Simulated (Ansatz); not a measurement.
**Loss of CH4: C4H11Ga → C3H7Ga + CH4**

Gas-phase species: C4H11Ga `CC(C)[CH2][GaH2]`, singlet; C3H7Ga `C=C[CH2][GaH2]`, singlet; CH4 (methane) `C`, singlet. This is a balance of energies; it says nothing on the path, which may need atoms to shift.

Shapes, held fixed at every level: PBE0-D4/def2-TZVP. Flexible molecules stand in one conformer, not always the lowest. Programs: Ansatz 0.2.0. The zero-point and thermal change to 298 K, harmonic and unscaled (PBE0-D4/def2-TZVP), is -11.0 kJ/mol.

```
               level                    kind  ΔH(298 K) (kJ/mol)
    SPW92/def2-TZVPP                     LDA               +86.9
r2SCAN-D4/def2-TZVPP                meta-GGA               +59.5
 B3LYP-D4/def2-TZVPP           global hybrid               +59.9
  wB97M-V/def2-TZVPP  range-separated hybrid               +70.3
  wB97X-V/def2-TZVPP  range-separated hybrid               +81.5
    CCSD(T)/def2-SVP   coupled cluster or CI               +82.0
      MP2/def2-TZVPP     perturbation theory               +69.8
```

MP2/def2-TZVPP gives ΔH(298 K) = +69.8 kJ/mol; the levels span +59.5 to +86.9. The median of the levels is +70.3. No measured value is set beside it here. Relativity is left out for Ga. Outer-core shells of Ga are correlated, in sets that cover them unevenly.

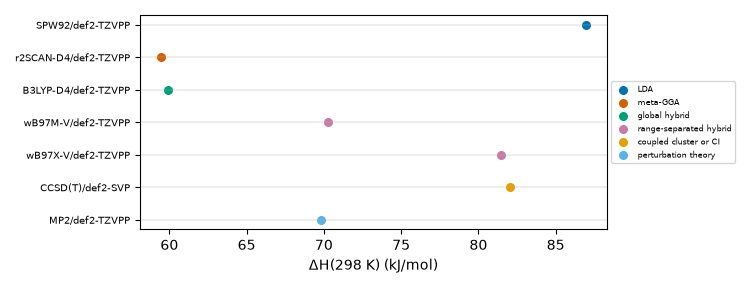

The values of the table, level by level.
